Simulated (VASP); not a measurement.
Band structure of ZnO (relaxed from the wurtzite structure, space group P6_3mc). Method: PBE GGA, VASP's PBE PAW potentials (set 64) (plane waves; VASP).

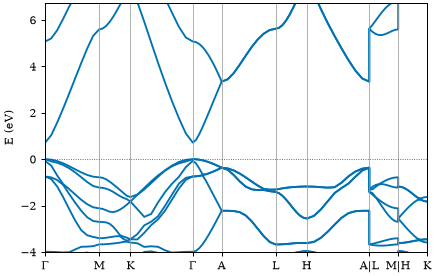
Bands along high-symmetry lines, zero at the valence-band maximum or, without a gap, the Fermi level

Q: Read the plot: is there a gap, and where are the band edges?

A: The gap is direct, 0.72 eV, from the valence maximum at Γ to the conduction minimum at Γ. (Edges off the drawn lines would not show.)

The structure was generated: ZnO was put into the wurtzite type (P6_3mc), which need not be its known phase. It was relaxed first, which changed the volume by +21 %.
